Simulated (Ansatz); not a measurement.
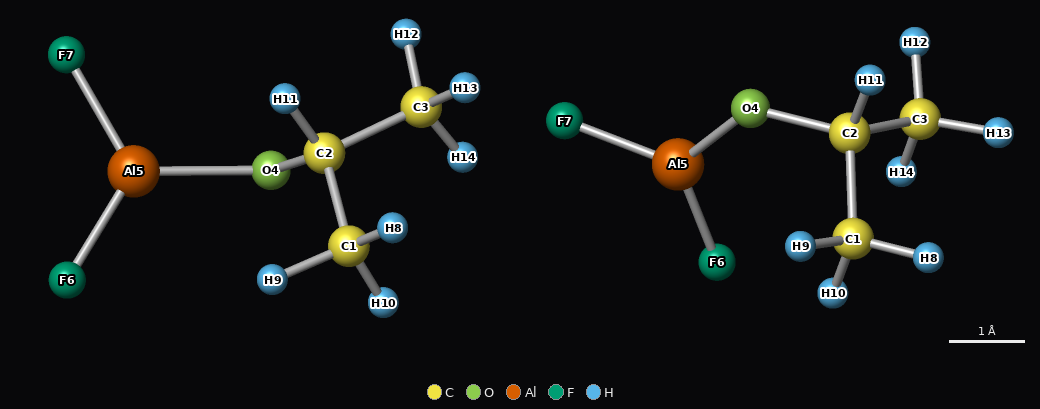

Two geometries of C₃H₇AlF₂O (coarse preliminary run), drawn at one scale. One is the start of a relaxation, the other its converged end. The picture is a ball-and-stick view, seen at a tilt.

These are results of Ansatz 0.2.0, RKS PBE-D4/def2-SVP, not measurements. Set-up: force threshold 0.03 eV/Å; at most 200 steps.

Which one is relaxed?

The right one is the relaxed one. The start comes from a force field. F6 moves most after the best rigid fit: 2.38 Å. Largest moves by element: F 2.38 Å, O 1.64 Å, H 1.18 Å, C 0.60 Å, Al 0.38 Å. Some distances before and after: O4–Al5 1.873 → 1.702 Å, Al5–F7 1.826 → 1.662 Å, Al5–F6 1.805 → 1.671 Å, C1–H9 1.178 → 1.108 Å. Among the angles between lasting bonds that change: C2–O4–Al5 113.0° → 128.1°, H8–C1–H10 113.5° → 107.9°, O4–C2–H11 111.4° → 105.9°. Groups turn about C2–O4 by about 145°, O4–Al5 by about 85°. After 26 accepted moves (28 points after the start) the energy has fallen by 132.0 kJ/mol. Largest force component: 3 eV/Å at the start, 0.029 eV/Å at the end. The line search rejected the trial steps at points 12, 20 of the run.
